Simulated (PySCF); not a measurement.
# C₇H₁₂N₂: magnetic properties

What do calculations give for the magnetic properties of C₇H₁₂N₂ (`C=C[C@H]1C=NN(CC)C1`)?

Computed with PySCF 2.14.0 and routines of our own; the level stands in each step. Atoms count from 0.

## 1. The system as given

21 atoms, charge 0, multiplicity 1; geometry from: GFN2-xTB.

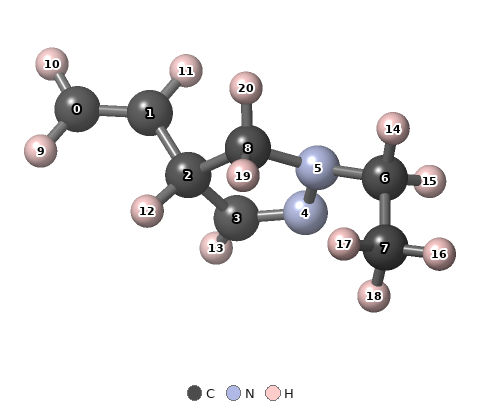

The starting geometry (carbon dark grey, nitrogen light blue, hydrogen pink).

## 2. Magnetic properties: GIAO PBE0/pcSseg-1

Job settings and geometry (Å):

```
{"job": {"kind": "mag", "xc": "PBE0", "basis": "pcSseg-1", "isotopologues": 0}, "charge": 0, "multiplicity": 1}
C      3.630141     0.627031     0.385957
C      2.468316     0.024736     0.558237
C      1.206266     0.410644    -0.148512
C      0.760867    -0.704160    -1.083344
N     -0.333830    -1.247946    -0.739238
N     -0.797990    -0.713796     0.403076
C     -2.212768    -0.785856     0.651150
C     -3.050301     0.154508    -0.219950
C     -0.016231     0.467387     0.787836
H      3.739721     1.468616    -0.278857
H      4.520275     0.307233     0.900057
H      2.377937    -0.823753     1.224023
H      1.364058     1.344096    -0.696262
H      1.328362    -1.049252    -1.924685
H     -2.376584    -0.567946     1.710440
H     -2.510061    -1.818693     0.455325
H     -4.107762    -0.018664    -0.041114
H     -2.831083     1.196087     0.003875
H     -2.836476    -0.031067    -1.269935
H     -0.593810     1.387613     0.644739
H      0.262036     0.390124     1.842549
```

With the program's defaults for keys left out, this is: GIAO PBE0/pcSseg-1 magnetisability, rotational g tensor and spin-rotation constants, non-relativistic, gas phase.

Run with:

```sh
$ OMP_NUM_THREADS=1 python excited_run.py task.json out
```

One launch serves the whole session: the jobs run in the order shown.

Output:

```text
coarse grid: 17168 points
cycle   1  E = -382.8007719105  dE =  1.295e+00  |g| = 4.076e-01  |ddm| = 4.082e+00
cycle   2  E = -382.8070963464  dE = -6.324e-03  |g| = 3.923e-01  |ddm| = 7.330e-01
cycle   3  E = -382.8453514836  dE = -3.826e-02  |g| = 5.941e-02  |ddm| = 3.364e-01
cycle   4  E = -382.8458274695  dE = -4.760e-04  |g| = 3.693e-02  |ddm| = 8.006e-02
cycle   5  E = -382.8461094914  dE = -2.820e-04  |g| = 9.221e-03  |ddm| = 3.793e-02
cycle   6  E = -382.8461239433  dE = -1.445e-05  |g| = 4.675e-03  |ddm| = 1.043e-02
cycle   7  E = -382.8461288241  dE = -4.881e-06  |g| = 9.233e-04  |ddm| = 4.170e-03
final grid: 164904 points
cycle   8  E = -382.8986515385  dE = -5.107e-05  |g| = 8.945e-03  |ddm| = 3.522e-02
cycle   9  E = -382.8986478471  dE =  3.691e-06  |g| = 9.762e-03  |ddm| = 1.722e-02
cycle  10  E = -382.8986722769  dE = -2.443e-05  |g| = 1.357e-03  |ddm| = 9.419e-03
cycle  11  E = -382.8986727179  dE = -4.410e-07  |g| = 2.802e-04  |ddm| = 1.259e-03
cycle  12  E = -382.8986727355  dE = -1.756e-08  |g| = 7.992e-05  |ddm| = 2.564e-04
cycle  13  E = -382.8986727368  dE = -1.376e-09  |g| = 2.826e-05  |ddm| = 9.247e-05
cycle  14  E = -382.8986727370  dE = -1.529e-10  |g| = 1.480e-05  |ddm| = 3.559e-05
converged SCF energy = -382.8986727370

Magnetisability tensor (1e-30 J/T^2)
    -1325.60       50.18      -42.65
       50.18    -1339.10      -20.51
      -42.65      -20.51    -1311.89
isotropic -1325.53   principal values   -1385.93  -1342.30  -1248.36
isotropic susceptibility -79.825 1e-6 cm^3/mol

Inertial axes            a          b          c
rot. const./GHz      4.6655     0.8868     0.8333
chi total           -79.155    -80.874    -79.446
chi diamagnetic    -390.349  -1523.285  -1603.453
chi paramagnetic    311.194   1442.411   1524.007
quadrupole/D A        4.657     -4.326     -0.331
g nuclear            0.6355     0.5950     0.5896
g electronic        -0.6821    -0.6009    -0.5966
g total             -0.0466    -0.0059    -0.0071

Spin-rotation constants (kHz, H = +C I.J)
atom  isotope        aa         bb         cc
  4    14N        1.014      0.247      0.083
  5    14N        0.586      0.043      0.084
  9     1H       -0.424     -0.107      0.070
 10     1H        0.064     -0.101     -0.024
 11     1H       -0.453     -0.103      0.083
 12     1H       -0.441     -0.098      0.041
 13     1H       -0.312      0.049     -0.090
 14     1H       -0.471      0.014     -0.067
 15     1H       -0.314     -0.020     -0.049
 16     1H        0.097     -0.104     -0.094
 17     1H       -0.433     -0.034     -0.054
 18     1H       -0.479     -0.016     -0.067
 19     1H       -0.378     -0.050     -0.017
 20     1H       -0.423     -0.028     -0.035
  0    13C*       1.456      0.126      0.358
  1    13C*       1.655      0.140      0.419
  2    13C*       0.933      0.161      0.188
  3    13C*       1.185      0.416      0.201
  6    13C*       0.745      0.184      0.159
  7    13C*       0.628      0.119      0.099
  8    13C*       0.822      0.172      0.183
* in the singly substituted isotopologue
```

Run time: 75 s. Hardware: 1 thread of Arm Neoverse V1, shared host; peak memory 1 GiB.

From this job:

| quantity | value |
| --- | --- |
| magnetisability | -1326·10⁻³⁰ J/T² |
| molar susceptibility | -79.8·10⁻⁶ cm³/mol |
| rotational g (a, b, c) | -0.0466, -0.0059, -0.0071 |

## 3. Outcome

```
                                           quantity                      value
       magnetisability (step 2, GIAO PBE0/pcSseg-1)           -1326·10⁻³⁰ J/T²
  molar susceptibility (step 2, GIAO PBE0/pcSseg-1)         -79.8·10⁻⁶ cm³/mol
rotational g (a, b, c) (step 2, GIAO PBE0/pcSseg-1)  -0.0466, -0.0059, -0.0071
```

In words: The values above hold for this geometry and these levels alone. Vibrational averaging and real surroundings are missing from these values.
